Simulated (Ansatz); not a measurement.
# One shape, several levels: triplet BF2H

Wanted: a comparison of 6 runs (UHF/STO-3G, U-r2SCAN/def2-TZVPP, U-r2SCAN0/def2-TZVPP, UB2PLYP/def2-TZVPP, UPBE-QIDH/def2-TZVPP, UPBE0/def2-TZVPP) of triplet BF2H. 

The results are computed with Ansatz 0.2.0.

## Step 1: Starting point

BF2H has 4 atoms, charge 0, and is taken as a triplet. As SMILES of the parent species, `FBF`. The shape is that of a PBE0-D4/def2-TZVP optimisation. That shape belongs to the parent species and isn't relaxed for this state.

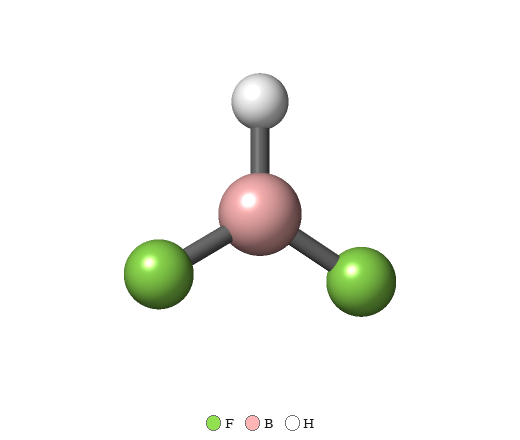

Viewed from a chosen angle; fluorine green, boron pink, hydrogen white.

## Step 2: A single-point energy at UHF/STO-3G (run 1)

The input, input.yaml:

```yaml
crystal:
  periodic: [false, false, false]
  atoms:
    - {symbol: F, position_ang: [1.154300, 0.456900, -0.361900]}
    - {symbol: B, position_ang: [-0.001900, -0.031000, 0.025200]}
    - {symbol: F, position_ang: [-1.095400, 0.528700, -0.438900]}
    - {symbol: H, position_ang: [-0.057000, -0.954600, 0.775600]}
basis:
  gaussian: {orbitals: STO-3G}
output: {orbitals: {seedname: orbitals}}
accuracy: high
hamiltonian: {xc: hf}
magnetization: {spin_polarized: true, initial_magnetization: 2}
```

Command:

```
$ ansatz run input.yaml --threads 1 --pin off --max-ram 3480MiB --events-out events.jsonl --progress --plain --runs-dir runs
```

The log of the run:

```text
Warning: RAYON_NUM_THREADS=1 ignored (pool sized by the plan → 1); use --threads N
Functional definition: HF
  name "HF"
  exchange = exact_x
  correlation = 0
272 factors; integrals over basis functions are off by at most 4.3e-8 eV
mean field evaluation 1: about -6007.7666 eV, gradient 1.1e1 eV
mean field evaluation 2: about -6007.8668 eV, gradient 1.1e1 eV
mean field evaluation 4: about -6008.8021 eV, gradient 9.9e-1 eV
mean field evaluation 8: about -6008.8151 eV, gradient 2.7e-2 eV
mean field evaluation 16: about -6009.1552 eV, gradient 2.0e0 eV
mean field evaluation 32: about -6009.0553 eV, gradient 4.4e-1 eV
mean field evaluation 64: about -6008.9712 eV, gradient 8.8e-1 eV
mean field evaluation 96: about -6008.7671 eV, gradient 4.5e-1 eV
mean field evaluation 128: about -6008.7153 eV, gradient 2.2e0 eV
mean field evaluation 160: about -6008.9178 eV, gradient 9.1e-1 eV
mean field -6009.22339746 eV, -220.8348866586 hartree, gradient 2.8e-8 eV, S^2 2.003797; 5 other end points of the search recorded, 0 dependent functions left out
reference -6009.22339746 eV, -220.8348866586 hartree; 13, 11 occupied and 3, 5 virtual orbitals, 272 factors
Total energy: -6009.22339746 eV, -220.8348866586 hartree
```

Run time: 0.42 s. Hardware: 1 thread of Intel Xeon Platinum 8175M at 2.50GHz (Skylake/Cascade Lake), shared host.

## Step 3: The energy at U-r2SCAN/def2-TZVPP (run 2)

The input, job.yaml:

```yaml
crystal:
  periodic: [false, false, false]
  atoms:
    - {symbol: F, position_ang: [1.154300, 0.456900, -0.361900]}
    - {symbol: B, position_ang: [-0.001900, -0.031000, 0.025200]}
    - {symbol: F, position_ang: [-1.095400, 0.528700, -0.438900]}
    - {symbol: H, position_ang: [-0.057000, -0.954600, 0.775600]}
basis:
  gaussian: {orbitals: def2-TZVPP}
magnetization: {spin_polarized: true, initial_magnetization: 2}
hamiltonian: {xc: {name: r2SCAN}}
accuracy: high
output: {orbitals: {seedname: orbitals}}
```

Command:

```
$ ansatz run job.yaml --threads 1 --pin off --max-ram 3480MiB --events-out events.jsonl --progress --plain --runs-dir runs
```

The log of the run:

```text
Warning: RAYON_NUM_THREADS=1 ignored (pool sized by the plan → 1); use --threads N
Functional definition: r2SCAN
  name "r2SCAN"
  parameter k0 = 0.174
  parameter k1 = 0.065
  parameter a1 = 4.9479
  exchange = r2scan_x(k0 = k0, k1 = k1, a1 = a1)
  correlation = r2scan_c
1729 factors; integrals over basis functions are off by at most 3.4e-9 eV
mean field evaluation 1: about -6120.5031 eV, gradient 2.0e1 eV
mean field evaluation 2: about -6120.2746 eV, gradient 2.4e1 eV
mean field evaluation 4: about -6121.8741 eV, gradient 1.5e0 eV
mean field evaluation 8: about -6121.8836 eV, gradient 3.4e-1 eV
mean field evaluation 16: about -6121.8840 eV, gradient 6.7e-5 eV
mean field evaluation 32: about -6119.7870 eV, gradient 1.4e0 eV
mean field -6121.88404451 eV, -224.9750890736 hartree, gradient 1.2e-8 eV, S^2 2.005254; 2 other end points of the search recorded, 0 dependent functions left out
reference -6121.88404778 eV, -224.9750891938 hartree; 13, 11 occupied and 94, 96 virtual orbitals, 1729 factors
Total energy: -6121.88404778 eV, -224.9750891938 hartree
```

Wall time 12 s (1 thread of Intel Xeon Platinum 8175M at 2.50GHz (Skylake/Cascade Lake), shared host); peak memory 0.36 GiB.

Run 3 isn't shown in full; the table further down has it.

## Step 4: A single-point energy at UB2PLYP/def2-TZVPP (run 4)

The input, in.yaml:

```yaml
crystal:
  periodic: [false, false, false]
  atoms:
    - {symbol: F, position_ang: [1.154300, 0.456900, -0.361900]}
    - {symbol: B, position_ang: [-0.001900, -0.031000, 0.025200]}
    - {symbol: F, position_ang: [-1.095400, 0.528700, -0.438900]}
    - {symbol: H, position_ang: [-0.057000, -0.954600, 0.775600]}
basis:
  gaussian:
    orbitals: def2-TZVPP
magnetization:
  spin_polarized: true
  initial_magnetization: 2
hamiltonian:
  xc: {name: B2PLYP}
correlation:
  frozen_orbitals: {B: 1, F: 1, H: 0}
accuracy: high
output: {orbitals: {seedname: orbitals}}
```

Command:

```
$ ansatz run in.yaml --threads 1 --pin off --max-ram 3480MiB --events-out events.jsonl --progress --plain --runs-dir runs
```

The log of the run, shortened:

```text
Warning: RAYON_NUM_THREADS=1 ignored (pool sized by the plan → 1); use --threads N
Functional definition: B2PLYP
  name "B2PLYP"
[...]
1729 factors; integrals over basis functions are off by at most 3.4e-9 eV
[...]
mean field -6115.37077893 eV, -224.7357309784 hartree, gradient 5.1e-8 eV, S^2 2.006764; 0 other end points of the search recorded, 0 dependent functions left out
3 core orbitals not correlated: weight in the atoms' cores, before any rotation towards them, 1.000 or more for the frozen orbitals, at most 0.000 for the correlated occupied ones
reference -6115.37079963 eV, -224.7357317391 hartree; 10, 8 occupied and 94, 96 virtual orbitals, 1729 factors
second order -19.25722063 eV of doubles, -0.00000000 eV of singles
Total energy: -6120.57024920 eV, -224.9268079864 hartree
```

Wall time 13 s (1 thread of Intel Xeon Platinum 8175M at 2.50GHz (Skylake/Cascade Lake), shared host); peak memory 0.34 GiB.

Run 5 isn't shown in full; the table further down has it.

## Step 5: The energy at UPBE0/def2-TZVPP (run 6)

The input, in.yaml:

```yaml
crystal:
  periodic: [false, false, false]
  atoms:
    - symbol: F
      position_ang: [1.154300, 0.456900, -0.361900]
    - symbol: B
      position_ang: [-0.001900, -0.031000, 0.025200]
    - symbol: F
      position_ang: [-1.095400, 0.528700, -0.438900]
    - symbol: H
      position_ang: [-0.057000, -0.954600, 0.775600]
basis:
  gaussian:
    orbitals: def2-TZVPP
total_charge: 0
magnetization:
  spin_polarized: true
  initial_magnetization: 2
hamiltonian:
  xc: pbe0
accuracy: high
output: {orbitals: {seedname: orbitals}}
```

Command:

```
$ ansatz run in.yaml --threads 1 --pin off --max-ram 3480MiB --events-out events.jsonl --progress --plain --runs-dir runs
```

The log of the run:

```text
Warning: RAYON_NUM_THREADS=1 ignored (pool sized by the plan → 1); use --threads N
Functional definition: PBE0
  name "PBE0"
  parameter a = 0.25
  parameter kappa = 0.804
  parameter beta = 0.06672455060314922
  exchange = (1 - a)*pbe_x(kappa = kappa, mu = beta*pi^2/3) + a*exact_x
  correlation = pbe_c(beta = beta)
1729 factors; integrals over basis functions are off by at most 3.4e-9 eV
mean field evaluation 1: about -6116.9885 eV, gradient 1.8e1 eV
mean field evaluation 2: about -6116.7018 eV, gradient 2.2e1 eV
mean field evaluation 4: about -6118.1215 eV, gradient 1.1e0 eV
mean field evaluation 8: about -6118.1623 eV, gradient 4.5e-2 eV
mean field evaluation 16: about -6118.1623 eV, gradient 6.2e-5 eV
mean field -6118.16232522 eV, -224.8383184124 hartree, gradient 8.5e-8 eV, S^2 2.004166; 0 other end points of the search recorded, 0 dependent functions left out
reference -6118.16232804 eV, -224.8383185161 hartree; 13, 11 occupied and 94, 96 virtual orbitals, 1729 factors
Total energy: -6118.16232804 eV, -224.8383185161 hartree
```

Run time: 8.1 s. Hardware: 1 thread of Intel Xeon Platinum 8175M at 2.50GHz (Skylake/Cascade Lake), shared host; peak memory 0.34 GiB.

## Step 6: The series

| run | level | frozen core orbitals | energy (Eh) | HOMO energy (eV) | ⟨S²⟩ | wall time |
| --- | --- | --- | --- | --- | --- | --- |
| 1 | UHF/STO-3G | – | -220.834887 | -2.79 | 2.004 | 0.42 s |
| 2 | U-r2SCAN/def2-TZVPP | – | -224.975089 | -2.62 | 2.005 | 12 s |
| 3 | U-r2SCAN0/def2-TZVPP | – | -224.938836 | -3.80 | 2.007 | 13 s |
| 4 | UB2PLYP/def2-TZVPP | 3 | -224.926808 | -4.66 | 2.007 | 13 s |
| 5 | UPBE-QIDH/def2-TZVPP | 3 | -224.797911 | -5.67 | 2.006 | 12 s |
| 6 | UPBE0/def2-TZVPP | – | -224.838319 | -3.56 | 2.004 | 8.1 s |

## Step 7: Summary of results

```
                                 quantity          value
                      run 6: total energy  -224.83832 Eh
run 6: HOMO energy (highest over α and β)       -3.56 eV
                              run 6: ⟨S²⟩          2.004
```

Totals of different functionals can't be ranked against each other. All runs together took 58 s, the longest 13 s.
